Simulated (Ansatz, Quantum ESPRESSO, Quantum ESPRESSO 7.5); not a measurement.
**The basal face of Ru: relaxation and work function**

Aim: the work function of the relaxed basal face of Ru, and how far the functional matters.

Calculated with Quantum ESPRESSO 7.5; plane-wave DFT, PBE, GBRV ultrasoft pseudopotentials (geometry and cross-check by Ansatz 0.2.0 with PAW datasets; geometry under PBE).

**What experiment says.**

“Anisotropic work function of elemental crystals” (2019, arxiv:1902.07811) quotes from earlier work for Ru (polycrystalline sample, no single face): work function, loosely compared (polycrystalline sample, no single face) 4.7 eV.

### Step 1. The starting structure

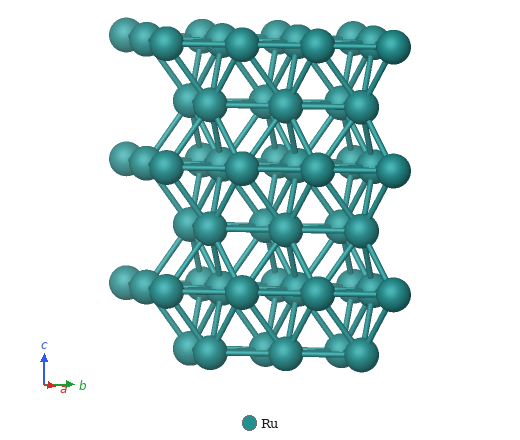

The cell as given, from the side, with the c axis up (ruthenium teal). 2×3×1 cells are drawn. Some periodic images of atoms are drawn too.

The cell holds 6 atoms: 6 Ru. Cell: a = 2.700 Å, b = 2.700 Å, c = 26.692 Å, α = 90.0°, β = 90.0°, γ = 60.0°. It derives from Ru. Vacuum lies along c.

### Step 2. Relaxation with Ansatz of (0001)

The geometry comes first, from a plane-wave PAW code, so that the later runs on this slab share one structure.

input.yaml reads:

```yaml
crystal:
  lattice:
    - [2.7, 0.0, 0.0]
    - [1.35, 2.3382685902, 0.0]
    - [0.0, 0.0, 26.692]
  atoms:
    - { symbol: Ru, position: [0.6666666667, 0.6666666667, 0.2997152705] }
    - { symbol: Ru, position: [0.0, 0.0, 0.3798291623] }
    - { symbol: Ru, position: [0.6666666667, 0.6666666667, 0.4599430541] }
    - { symbol: Ru, position: [0.0, 0.0, 0.5400569459] }
    - { symbol: Ru, position: [0.6666666667, 0.6666666667, 0.6201708377] }
    - { symbol: Ru, position: [0.0, 0.0, 0.7002847295] }
kpoints:
  mp_grid: { grid: [12, 12, 1] }
hamiltonian:
  xc: pbe
scf:
  occupations: { method: fermi_dirac, width: 0.1 }
  convergence: { dr2_threshold: 1.0e-08 }
efield:
  axis: 3
  dipole_correction: true
  ramp_position: 0.97
  ramp_width: 0.04
relax:
  f_tol: 0.01
  constraints: [{ sites: [2, 3] }]
output:
  write_potential: true
  write_density: true
  volumetric_format: npy
```

Run with:

```bash
> ansatz run input.yaml --threads 2 --pin off --max-ram 4096MiB --backend cpu --events-out ev --progress --plain --runs-dir out
```

Numbers of over 12 decimals in the logs are rounded to 6 here.

Output:

```text
Engine: ansatz 0.2.0, aarch64-unknown-linux-gnu
Pseudopotentials: kind: paw
Pseudopotential: Ru, paw, valence charge 16, recommended cutoff 420 eV (normal), Ru.paw.azcp
Functional definition: PBE
  parameter kappa = 0.804
  parameter beta = 0.066725
  exchange = pbe_x(kappa = kappa, mu = beta*pi^2/3)
  correlation = pbe_c(beta = beta)
Crystal: 6 atoms, lattice volume = 168.515 Å³
Basis set: ecut = 420 eV, 3335 PW (Γ), exchange–correlation on 40×40×360 points (8 copies of the dense FFT grid, shifted against one another)
Bands: 58, of which v1, the nominal top of the filled ones, is band 48 counted from 1 (47 counted from 0)
Symmetry: 6 space group operations
k-points: 19 of 144 (time reversal used)
Non-local potential: Ru, projectors of the file, l = 0: 3, l = 1: 2, l = 2: 2, l = 3: 1
PAW form: soft (Blöchl's): semilocal exchange-correlation on the pseudo side does not see the compensation charge
PAW one-centre angular grid: Ru, 590 points (default); XC on 64 Gauss nodes
Initial density: superposition of atomic densities (neutral atoms: chi_scale 0, normalization atom), corrected by the library's trained network
Initial wavefunctions: pseudopotential atomic-orbital guess
Functional: x = pbe(κ = 0.804, μ = 0.219515), c = pbe(β = 0.066725)
SCF iter   1: F=—  HF=-35270.173738 eV  |F-HF|=—  |Δ(HF+E_count)|=         —  Δρ=1.27e-2  dr2=3.34e0  ethr=1.77e-3  p=0.000 e·Å  D=4.48e-5 V/Å  ΔV_dip=-0.00 eV  dr2_dipole=4.33e-5  V_vac-E_F(+/−)=4.64/4.64 eV  ⟨swp⟩=7.7  Hψ=4616  notcnv=0
efield: sawtooth ramp at fractional position 0.9700 (set: `efield.ramp_position`, or a place that a band, a saddle search or an elastic batch's reference lends), width 0.0400; the density the first Hamiltonian is built on has a dipole p = 0.000 e·Å; the dipole correction subtracts the counter field D = 4.48e-5 V/Å, which shifts the + side's vacuum level by -0.00 eV against the − side's; the planar-averaged density in the ramp window peaks in size at 1.2e-5 e/Å³
preconditioner: auto → LDOS  [metal: Δε(μ)=0.040 eV  Ē_g=4.765 eV  σ=0.100 eV  W_gap=0.10  n_scr=20 (ndim 8)  ℏωp=19.8 eV  f_vac=0.472  D(μ)=5.62/eV (n_scr^D=20)  β→1.0]
SCF iter   2: F=—  HF=-35270.136082 eV  |F-HF|=—  |Δ(HF+E_count)|=   3.77e-2  Δρ=5.35e-3  dr2=3.37e-1  ethr=1.77e-3  p=0.000 e·Å  D=1.14e-5 V/Å  ΔV_dip=-0.00 eV  dr2_dipole=5.44e-6  V_vac-E_F(+/−)=4.96/4.96 eV  ⟨swp⟩=1.2  Hψ=1276  notcnv=0
SCF iter   3: F=—  HF=-35270.129378 eV  |F-HF|=—  |Δ(HF+E_count)|=   6.70e-3  Δρ=9.74e-4  dr2=7.06e-3  ethr=3.51e-4  p=-0.000 e·Å  D=-3.82e-5 V/Å  ΔV_dip=0.00 eV  dr2_dipole=1.03e-5  V_vac-E_F(+/−)=5.02/5.02 eV  ⟨swp⟩=1.4  Hψ=1172  notcnv=0
SCF iter   4: F=—  HF=-35270.128318 eV  |F-HF|=—  |Δ(HF+E_count)|=   1.06e-3  Δρ=2.19e-4  dr2=3.90e-4  ethr=7.36e-6  p=0.000 e·Å  D=3.34e-5 V/Å  ΔV_dip=-0.00 eV  dr2_dipole=8.01e-7  V_vac-E_F(+/−)=5.04/5.04 eV  ⟨swp⟩=2.3  Hψ=1712  notcnv=0
SCF iter   5: F=—  HF=-35270.128283 eV  |F-HF|=—  |Δ(HF+E_count)|=   3.51e-5  Δρ=9.14e-5  dr2=2.90e-5  ethr=4.07e-7  p=0.000 e·Å  D=2.23e-6 V/Å  ΔV_dip=-0.00 eV  dr2_dipole=8.73e-10  V_vac-E_F(+/−)=5.06/5.06 eV  ⟨swp⟩=2.3  Hψ=1616  notcnv=0
SCF iter   6: F=—  HF=-35270.128288 eV  |F-HF|=—  |Δ(HF+E_count)|=   4.25e-6  Δρ=5.32e-5  dr2=1.49e-5  ethr=3.02e-8  p=0.000 e·Å  D=5.57e-6 V/Å  ΔV_dip=-0.00 eV  dr2_dipole=3.07e-8  V_vac-E_F(+/−)=5.07/5.07 eV  ⟨swp⟩=2.9  Hψ=2106  notcnv=0
SCF iter   7: F=—  HF=-35270.128284 eV  |F-HF|=—  |Δ(HF+E_count)|=   4.01e-6  Δρ=2.01e-5  dr2=8.85e-7  ethr=1.55e-8  p=0.000 e·Å  D=1.07e-7 V/Å  ΔV_dip=-0.00 eV  dr2_dipole=1.93e-9  V_vac-E_F(+/−)=5.07/5.07 eV  ⟨swp⟩=2.2  Hψ=1612  notcnv=0
SCF iter   8: F=—  HF=-35270.128285 eV  |F-HF|=—  |Δ(HF+E_count)|=   1.81e-6  Δρ=7.11e-6  dr2=7.68e-8  ethr=9.22e-10  p=0.000 e·Å  D=6.13e-9 V/Å  ΔV_dip=-0.00 eV  dr2_dipole=8.47e-10  V_vac-E_F(+/−)=5.08/5.08 eV  ⟨swp⟩=3.2  Hψ=2034  notcnv=0
SCF iter   9: F=-35270.128286 eV  HF=-35270.128286 eV  |F-HF|=3.53e-8  |Δ(HF+E_count)|=   2.44e-7  Δρ=1.80e-6  dr2=4.31e-9  ethr=1.04e-11  p=0.000 e·Å  D=1.62e-7 V/Å  ΔV_dip=-0.00 eV  dr2_dipole=3.20e-12  V_vac-E_F(+/−)=5.08/5.08 eV  ⟨swp⟩=11.2  Hψ=8716  notcnv=0
SCF 1 converged in 9 iterations: F = -35270.128286 eV  dr2 = 4.31e-9
  greatest PAW one-centre occupation: 0.998 electrons in one spin orbital (limit 2), on the Ru atom at site 0 (counted from 0), in its partial waves of l = 0
relax step   1: F+E_penalty+E_count = -35270.12828567 eV  Δ(F+E_penalty+E_count) = +0.000e0 eV  max|allowed force component| = 6.944e-1 eV/Å  Δτ_max = 0.0000 Å  (9 SCF iters, accepted)
Initial density: handed on by an earlier stage of this run
Initial wavefunctions: those handed on with the density
iter 1 solved again at ethr=3.41e-4 eV; its pass at ethr=3.10e-3 eV (dr2=3.28e-1 eV) is discarded
SCF iter   1: F=—  HF=-35270.168806 eV  |F-HF|=—  |Δ(HF+E_count)|=         —  Δρ=5.76e-3  dr2=3.11e-1  ethr=3.41e-4  p=-0.000 e·Å  D=-1.31e-6 V/Å  ΔV_dip=0.00 eV  dr2_dipole=1.38e-8  V_vac-E_F(+/−)=5.05/5.05 eV  ⟨swp⟩=1.6  Hψ=3209  notcnv=0
efield: sawtooth ramp at fractional position 0.9700 (set: `efield.ramp_position`, or a place that a band, a saddle search or an elastic batch's reference lends), width 0.0400; the density the first Hamiltonian is built on has a dipole p = -0.000 e·Å; the dipole correction subtracts the counter field D = -1.31e-6 V/Å, which shifts the + side's vacuum level by +0.00 eV against the − side's; the planar-averaged density in the ramp window peaks in size at 3.3e-6 e/Å³
preconditioner: auto → LDOS  [metal: Δε(μ)=0.031 eV  Ē_g=4.856 eV  σ=0.100 eV  W_gap=0.08  n_scr=20 (ndim 8)  ℏωp=19.8 eV  f_vac=0.472  D(μ)=6.07/eV (n_scr^D=20)  β→1.0]
SCF iter   2: F=—  HF=-35270.163063 eV  |F-HF|=—  |Δ(HF+E_count)|=   5.74e-3  Δρ=2.28e-3  dr2=1.59e-2  ethr=3.24e-4  p=0.000 e·Å  D=5.34e-5 V/Å  ΔV_dip=-0.00 eV  dr2_dipole=3.18e-5  V_vac-E_F(+/−)=5.02/5.02 eV  ⟨swp⟩=2.0  Hψ=1445  notcnv=0
SCF iter   3: F=—  HF=-35270.162677 eV  |F-HF|=—  |Δ(HF+E_count)|=   3.85e-4  Δρ=1.90e-3  dr2=1.64e-2  ethr=1.65e-5  p=0.000 e·Å  D=2.28e-5 V/Å  ΔV_dip=-0.00 eV  dr2_dipole=1.48e-6  V_vac-E_F(+/−)=5.02/5.02 eV  ⟨swp⟩=3.2  Hψ=2527  notcnv=0
SCF iter   4: F=—  HF=-35270.158564 eV  |F-HF|=—  |Δ(HF+E_count)|=   4.11e-3  Δρ=2.93e-4  dr2=1.68e-4  ethr=1.65e-5  p=0.000 e·Å  D=5.43e-7 V/Å  ΔV_dip=-0.00 eV  dr2_dipole=3.50e-8  V_vac-E_F(+/−)=5.01/5.01 eV  ⟨swp⟩=2.0  Hψ=1580  notcnv=0
SCF iter   5: F=—  HF=-35270.158574 eV  |F-HF|=—  |Δ(HF+E_count)|=   9.93e-6  Δρ=9.42e-5  dr2=3.22e-5  ethr=1.75e-7  p=0.000 e·Å  D=1.30e-6 V/Å  ΔV_dip=-0.00 eV  dr2_dipole=7.05e-10  V_vac-E_F(+/−)=5.01/5.01 eV  ⟨swp⟩=2.9  Hψ=2220  notcnv=0
[...]
SCF iter   3: F=—  HF=-35270.168460 eV  |F-HF|=—  |Δ(HF+E_count)|=   4.83e-4  Δρ=7.47e-4  dr2=1.92e-3  ethr=2.67e-6  p=0.000 e·Å  D=2.60e-6 V/Å  ΔV_dip=-0.00 eV  dr2_dipole=6.83e-7  V_vac-E_F(+/−)=5.03/5.03 eV  ⟨swp⟩=3.0  Hψ=2411  notcnv=0
SCF iter   4: F=—  HF=-35270.168008 eV  |F-HF|=—  |Δ(HF+E_count)|=   4.52e-4  Δρ=1.22e-4  dr2=5.28e-5  ethr=2.00e-6  p=-0.000 e·Å  D=-6.41e-6 V/Å  ΔV_dip=0.00 eV  dr2_dipole=6.01e-7  V_vac-E_F(+/−)=5.02/5.02 eV  ⟨swp⟩=2.0  Hψ=1581  notcnv=0
SCF iter   5: F=—  HF=-35270.168001 eV  |F-HF|=—  |Δ(HF+E_count)|=   6.72e-6  Δρ=4.71e-5  dr2=6.37e-6  ethr=5.50e-8  p=-0.000 e·Å  D=-4.13e-6 V/Å  ΔV_dip=0.00 eV  dr2_dipole=1.93e-7  V_vac-E_F(+/−)=5.02/5.02 eV  ⟨swp⟩=3.0  Hψ=2133  notcnv=0
SCF iter   6: F=—  HF=-35270.168006 eV  |F-HF|=—  |Δ(HF+E_count)|=   5.35e-6  Δρ=1.45e-5  dr2=4.42e-7  ethr=6.64e-9  p=-0.000 e·Å  D=-2.38e-7 V/Å  ΔV_dip=0.00 eV  dr2_dipole=1.28e-9  V_vac-E_F(+/−)=5.03/5.03 eV  ⟨swp⟩=2.2  Hψ=1580  notcnv=0
SCF iter   7: F=—  HF=-35270.168007 eV  |F-HF|=—  |Δ(HF+E_count)|=   2.96e-7  Δρ=5.18e-6  dr2=4.06e-8  ethr=4.61e-10  p=-0.000 e·Å  D=-9.31e-8 V/Å  ΔV_dip=0.00 eV  dr2_dipole=2.19e-9  V_vac-E_F(+/−)=5.03/5.03 eV  ⟨swp⟩=3.2  Hψ=2124  notcnv=0
SCF iter   8: F=-35270.168007 eV  HF=-35270.168007 eV  |F-HF|=1.03e-8  |Δ(HF+E_count)|=   9.77e-8  Δρ=1.50e-6  dr2=8.39e-9  ethr=1.04e-11  p=-0.000 e·Å  D=-2.40e-8 V/Å  ΔV_dip=0.00 eV  dr2_dipole=2.10e-10  V_vac-E_F(+/−)=5.03/5.03 eV  ⟨swp⟩=11.2  Hψ=8576  notcnv=0
SCF 3 converged in 8 iterations: F = -35270.168007 eV  dr2 = 8.39e-9
  greatest PAW one-centre occupation: 0.998 electrons in one spin orbital (limit 2), on the Ru atom at site 5 (counted from 0), in its partial waves of l = 0
relax step   3: F+E_penalty+E_count = -35270.16800661 eV  Δ(F+E_penalty+E_count) = -9.437e-3 eV  max|allowed force component| = 2.619e-2 eV/Å  Δτ_max = 0.0315 Å  (8 SCF iters, accepted)
SCF iter   1: F=—  HF=-35270.168087 eV  |F-HF|=—  |Δ(HF+E_count)|=         —  Δρ=3.11e-4  dr2=6.57e-4  ethr=1.02e-5  p=-0.000 e·Å  D=-1.53e-7 V/Å  ΔV_dip=0.00 eV  dr2_dipole=4.40e-11  V_vac-E_F(+/−)=5.03/5.03 eV  ⟨swp⟩=1.7  Hψ=1510  notcnv=0
efield: sawtooth ramp at fractional position 0.9700 (set: `efield.ramp_position`, or a place that a band, a saddle search or an elastic batch's reference lends), width 0.0400; the density the first Hamiltonian is built on has a dipole p = -0.000 e·Å; the dipole correction subtracts the counter field D = -1.53e-7 V/Å, which shifts the + side's vacuum level by +0.00 eV against the − side's; the planar-averaged density in the ramp window peaks in size at 2.5e-6 e/Å³
preconditioner: auto → LDOS  [metal: Δε(μ)=0.027 eV  Ē_g=4.816 eV  σ=0.100 eV  W_gap=0.07  n_scr=20 (ndim 8)  ℏωp=19.8 eV  f_vac=0.472  D(μ)=5.98/eV (n_scr^D=20)  β→1.0]
SCF iter   2: F=—  HF=-35270.168073 eV  |F-HF|=—  |Δ(HF+E_count)|=   1.44e-5  Δρ=1.50e-4  dr2=4.99e-5  ethr=6.84e-7  p=0.000 e·Å  D=4.00e-6 V/Å  ΔV_dip=-0.00 eV  dr2_dipole=7.45e-8  V_vac-E_F(+/−)=5.03/5.03 eV  ⟨swp⟩=2.3  Hψ=1605  notcnv=0
SCF iter   3: F=—  HF=-35270.168062 eV  |F-HF|=—  |Δ(HF+E_count)|=   1.11e-5  Δρ=6.58e-5  dr2=1.38e-5  ethr=5.19e-8  p=-0.000 e·Å  D=-8.74e-7 V/Å  ΔV_dip=0.00 eV  dr2_dipole=1.03e-10  V_vac-E_F(+/−)=5.03/5.03 eV  ⟨swp⟩=3.2  Hψ=2271  notcnv=0
SCF iter   4: F=—  HF=-35270.168059 eV  |F-HF|=—  |Δ(HF+E_count)|=   2.68e-6  Δρ=1.18e-5  dr2=2.92e-7  ethr=1.44e-8  p=0.000 e·Å  D=4.94e-8 V/Å  ΔV_dip=-0.00 eV  dr2_dipole=1.44e-9  V_vac-E_F(+/−)=5.03/5.03 eV  ⟨swp⟩=2.2  Hψ=1680  notcnv=0
SCF iter   5: F=—  HF=-35270.168060 eV  |F-HF|=—  |Δ(HF+E_count)|=   1.46e-6  Δρ=4.00e-6  dr2=2.32e-8  ethr=3.05e-10  p=0.000 e·Å  D=1.38e-8 V/Å  ΔV_dip=-0.00 eV  dr2_dipole=6.04e-10  V_vac-E_F(+/−)=5.03/5.03 eV  ⟨swp⟩=3.1  Hψ=2247  notcnv=0
SCF iter   6: F=-35270.168061 eV  HF=-35270.168060 eV  |F-HF|=1.21e-8  |Δ(HF+E_count)|=   5.11e-8  Δρ=1.34e-6  dr2=2.81e-9  ethr=1.04e-11  p=-0.000 e·Å  D=-2.69e-7 V/Å  ΔV_dip=0.00 eV  dr2_dipole=3.70e-11  V_vac-E_F(+/−)=5.03/5.03 eV  ⟨swp⟩=10.5  Hψ=8113  notcnv=0
SCF 4 converged in 6 iterations: F = -35270.168061 eV  dr2 = 2.81e-9
relax step   4: F+E_penalty+E_count = -35270.16806051 eV  Δ(F+E_penalty+E_count) = -5.389e-5 eV  max|allowed force component| = 3.803e-3 eV/Å  Δτ_max = 0.0029 Å  (6 SCF iters, accepted)
NSCF: frozen V_eff on 19 k-points
the band table was solved once a step of the walk had ended and its energy, with any forces and stress, was formed, with the checks that follow a solve (4625 applications of the Hamiltonian). They found nothing against the state; the energy, forces and stress were not computed again (output.eigenvalues in the input reference)
WARN: The output density's exchange-correlation potential varies sharply where the density is thin. Do not read a vacuum level from v_tot or v_xc, or from such a field of the output density. On a cell that repeats whose density bears no net charge and no dipole along the vacuum's axis use v_es (v_loc + v_h of the components); under efield.dipole_correction with no amplitude use v_es + v_field, which holds any externa [...]
SCF converged after 6 iterations
Free energy (F): -35270.168061 eV
Harris-Foulkes:  -35270.168060 eV  (|F-HF|=1.21e-8)
Internal energy: -35269.969055 eV  (E = F + TS)
E sigma→0 (E₀):  -35270.068558 eV
Entropy (-TS):   -0.199005 eV (-33.168 meV/atom)
Fermi energy:    8.848546 eV
Dipole field:    D = -0.000009 V/Å  (p = -0.000009 e·Å, saw-weighted, corrected)
Work function:   Φ+ = 5.0281 eV   Φ− = 5.0280 eV
Levels:          The Fermi level and band energies are counted from a zero that moves with the ramp; work functions are not
--- Per-component energies (eV) ---
  E_band       = -1721.533156
  E_kinetic    = 3083.795416
  E_local      = -169605.735006  (includes V_loc(G=0)·N_el)
  E_nonlocal   = 2060.145919
  E_hartree    = 82751.895823
  E_xc         = -1141.223975
  E_vxc        = -1432.456492  (∫ρ·V_xc dr)
  E_paw        = -20765.033459  (= ΣΔE_a)
  E_vpaw       = -1331.066716  (= ΣTr[D̂ρ^β])
  E_aug_tail   = -0.001157  (compensation charges beyond the density's cutoff)
  E_efield     = 0.000000  (sawtooth field / dipole correction)
  E_vefield    = 0.000235  (∫n·V_field dr)
  E_ewald      = 68346.187383
  E_smearing   = -0.199005  (= −TS)
  E_closure    = -0.000000  (closes the sum)
  Σ components = -35270.168061   (vs F -35270.168061, Δ=0.00e0)
--- Forces (eV/Å), atoms counted from 1 ---
  atom   1  Ru    -0.00000000     0.00000000     0.00043657
  atom   2  Ru     0.00000000     0.00000000    -0.00379770
  atom   3  Ru    -0.00000000    -0.00000000    -0.35648402
  atom   4  Ru     0.00000000     0.00000000     0.35648699
  atom   5  Ru    -0.00000000     0.00000000     0.00380274
  atom   6  Ru     0.00000000     0.00000000    -0.00044321
  max |Σ_I F_I| component: 1.38e-6 eV/Å
--- Band table (eV; the first three rows and the last of 19) ---
  k-point 0: bands = [... 44 lower, 6.8180, 6.8180, 7.7658, 7.7658, 8.0027, 8.3564, 8.3564, 9.0779, ... 6 higher]
  k-point 1: bands = [... 44 lower, 6.8872, 6.9873, 7.5540, 7.6949, 7.7708, 8.2444, 8.2975, 8.6197, ... 6 higher]
  k-point 2: bands = [... 44 lower, 7.0429, 7.2336, 7.4688, 7.4688, 7.6911, 7.8420, 8.2634, 8.2926, ... 6 higher]
  k-point 18: bands = [... 44 lower, 7.6318, 8.0290, 8.9420, 9.4976, 9.4976, 9.8273, 9.8952, 9.8952, ... 6 higher]
--- Relaxed structure (4 steps of the walk, 4 accepted, 0 SCFs on fresh bases) ---
  F+E_penalty+E_count = -35270.16806051 eV   max|allowed force component| = 3.803e-3 eV/Å
  atoms:
    - { symbol: Ru, position: [0.666667, 0.666667, 0.301189] }
    - { symbol: Ru, position: [-6.466786520196788e-19, 0, 0.378945] }
    - { symbol: Ru, position: [0.666667, 0.666667, 0.4599430541] }
    - { symbol: Ru, position: [0.0, 0.0, 0.540057] }
    - { symbol: Ru, position: [0.666667, 0.666667, 0.621055] }
    - { symbol: Ru, position: [-1.0782288175839316e-18, 0, 0.698811] }
```

The job ended after 38 s (2 threads of Arm Neoverse V1, shared host; peak memory 0.47 GiB; 75 s of CPU time).

Step by step:

```csv
step,energy less that of the first step (eV),largest force component (eV/Å)
1,0.0000,0.6944
2,-0.0303,0.3272
3,-0.0397,0.0262
4,-0.0398,0.0038
```

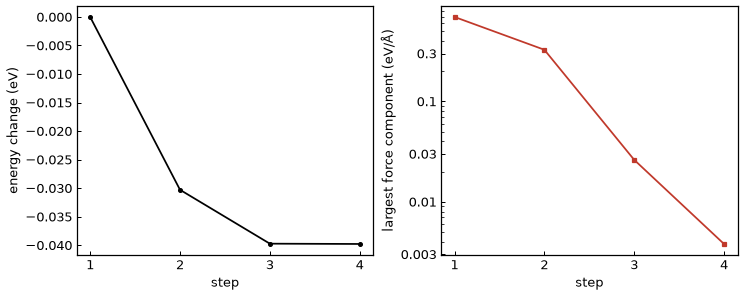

Energy and largest force along the relaxation.

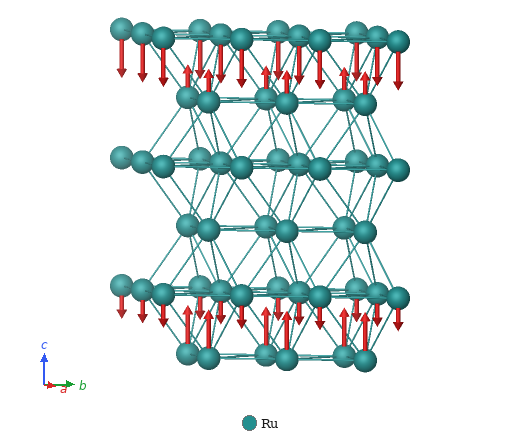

Displacements in the relaxation, exaggerated; the longest in the cell stands for 0.04 Å. 2×3×1 cells are drawn. Some periodic images of atoms are drawn too.

The atoms that moved most (Å):

```csv
atom,dx,dy,dz,length
Ru1,0.000,0.000,0.039,0.039
Ru6,0.000,0.000,-0.039,0.039
Ru5,0.000,0.000,0.024,0.024
Ru2,0.000,0.000,-0.024,0.024
```

Final coordinates:

```xyz
6
Lattice="2.7000 0.0000 0.0000 1.3500 2.3383 0.0000 0.0000 0.0000 26.6920" Properties=species:S:1:pos:R:3
Ru    2.7000    1.5588    8.0393
Ru    0.0000    0.0000   10.1148
Ru    2.7000    1.5588   12.2768
Ru    0.0000    0.0000   14.4152
Ru    2.7000    1.5588   16.5772
Ru    0.0000    0.0000   18.6527
```

The relaxation lowers the energy by 7 meV an atom. Held were the atoms numbered 3 and 4; the forces quoted are those on the free ones.

Numbers from this step:

- free energy: -35270.1681 eV
- energy at zero smearing: -35270.0686 eV
- smearing term TS: 0.1990 eV
- Fermi energy: 8.849 eV
- symmetry operations: 6
- work function of the upper face: 5.028 eV
- work function of the lower face: 5.028 eV
- dipole along the normal: -8.56e-6 e·Å

(Part 1 of 3 ends here.)

[Logs are printed without paths, hosts, clocks, repeated set-up lines and the standing remarks that a program may print on its own settings, such as how far it seeks lower states.]

[Hosts, paths, dates, database ids (printed as entryN), source tags and the programs' standing remarks are cut or masked in the printed files.]

[Maps of the electrostatic potential energy from Ansatz leave out the sawtooth potential of an applied field or a dipole correction, so their vacuum need not be flat; planar profiles and work functions include it.]
